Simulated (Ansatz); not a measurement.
# LiCl (rock salt), frozen-phonon scan

Starting cell, LiCl (rock salt):

```
LiCl
1.0
    0.00000     5.15039     5.15039
    2.57520     2.57520     5.15039
    2.57520     2.57520     0.00000
Cl Li
2 2
Direct
  0.00000   0.00000   0.00000
  0.50000   0.00000   0.00000
  0.00000   0.50000   0.50000
  0.50000   0.50000   0.50000
```

The atoms are displaced by Q × the pattern below (from a DFPT mode at X = (0.5, 0.5, 0.0), largest move 1; Q in Å), at fixed cell. (q is in reciprocal vectors of the primitive cell; the cell shown is doubled to hold the pattern.)

| atom | x | y | z |
|---|---|---|---|
| Cl1 | 0.000 | 0.000 | -1.000 |
| Cl2 | 0.000 | 0.000 | 1.000 |
| Li3 | 0.000 | 0.000 | 0.057 |
| Li4 | 0.000 | 0.000 | -0.057 |

Method: PBE (plane waves to 420 eV, PAW, scalar-relativistic; Ansatz, a program for electronic structure). k mesh 11×11×11 (Γ-centred), Fermi-Dirac smearing 0.05 eV. E stands for the smeared free energy. LiCl was relaxed with its symmetry unable to fall. ΔE is measured from the undisplaced structure.

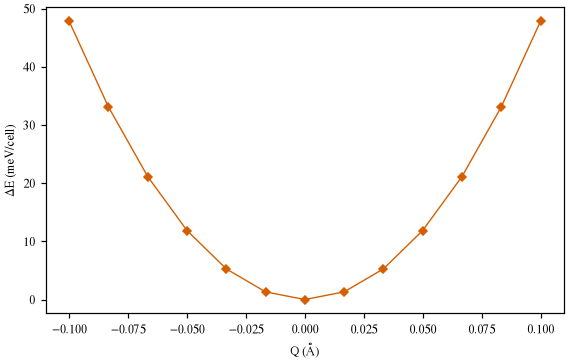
Figure. ΔE (meV/cell) against Q (Å); computed points joined by lines.

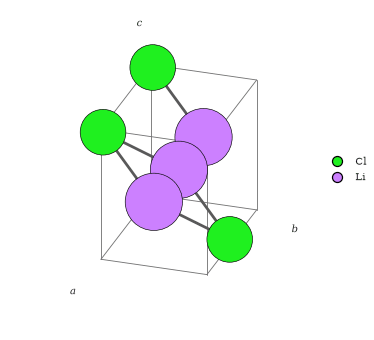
Fig. 1. The cell of the calculation at Q = -0.100 Å.

The energy at Q = 0.100 Å is 47.8 meV/cell. Harmonic wavenumber from the curvature (finite differences): 190 cm⁻¹. Symmetry of the curve: even: the same for both signs. Space group of the distorted cell: P4/nmm (No. 129), lowered from Fm-3m. Wavenumber by perturbation theory (DFPT, on another k mesh): 190 cm⁻¹.

E″ = 9.46 eV/Å², M = Σ mᵢ|uᵢ|² = 70.9 u, ν̃ = 521.5·√(|E″|/M).

(A displaced cell: forces are minus the slopes of the energy, force constants its curvatures, and phonons follow from these.)
